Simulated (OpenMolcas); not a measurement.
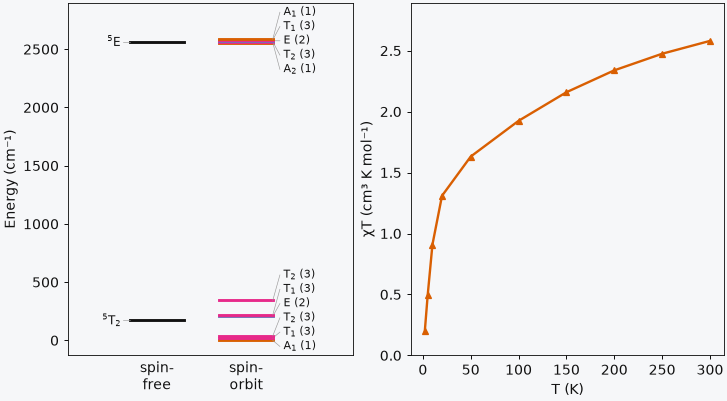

Levels of a 3d ion of charge +2 as a dopant in SrF₂, a cluster with its 8 nearest F⁻ at 2.510 Å (cube) embedded in model potentials and point charges; the geometry was set, not optimised. Labels give the representation in O, Td, D4 or D3 as the site allows (double group for half-integer spin) where it could be assigned and, in brackets, the degeneracy; spin-free states, where drawn, share the zero of the spin-orbit levels. Computed with OpenMolcas: state-averaged CASSCF, the open shell active, basis ANO-RCC-VTZP on the metal and ANO-RCC-VDZP on the ligands, DKH2 scalar Hamiltonian, spin-orbit coupling by RASSI with atomic mean-field integrals. Powder susceptibility by Van Vleck's formula.

Question: Which ion is the dopant?

Answer: Cr²⁺ (3d⁴). The ground level is A₁, non-degenerate, 100 % from states of spin multiplicity 5. The next level lies at 20 cm⁻¹ (T₁). The lowest spin-free state is ⁵T₂, from the free-ion D term; of the same spin there follows at 2,390 cm⁻¹ (⁵E) above it. A ligand-field fit to the spin-free states gives |10Dq| = 2,630 cm⁻¹, B = 1,030 and C = 3,860 cm⁻¹ (rms misfit 70 cm⁻¹). χT is 0.197 cm³ K mol⁻¹ at 2 K and 2.58 at 300 K, an effective moment of 4.54 μB. The active orbitals hold 98 to 99 % metal character (Löwdin), and the Mulliken charge of the metal is +1.71.

Limits of the model: small active space favours high spin, ground spin may be wrong; the geometry is set by hand, with no relaxation and no charge compensation.
